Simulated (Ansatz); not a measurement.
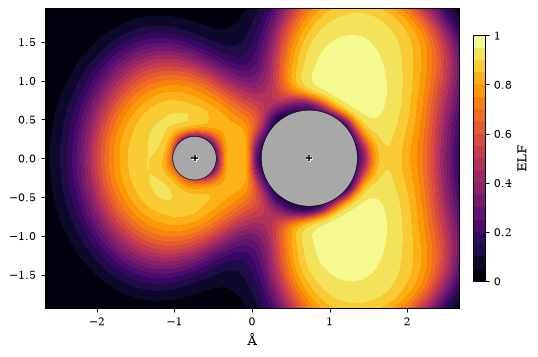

The ELF on a plane through atoms (crosses mark nuclei in the plane; grey discs cover the cores).

Theory: Ansatz 0.2.0, isolated molecule in a Gaussian basis; Kohn-Sham density functional theory, functional PBE0.

Candidates:
A. PO (SMILES O=[P]) (doublet)
B. CH₅NNaS (SMILES NC[SH+][Na]) (charge +1)
C. CH₄MgO₂ (SMILES C[O][Mg][OH])

### Which candidate gave the map?

Candidate A: PO on a plane that holds the molecular axis, which holds O and P. P–O (1.48 Å): the ELF peaks at about 0.80 between the atoms (a short, strongly polar bond).
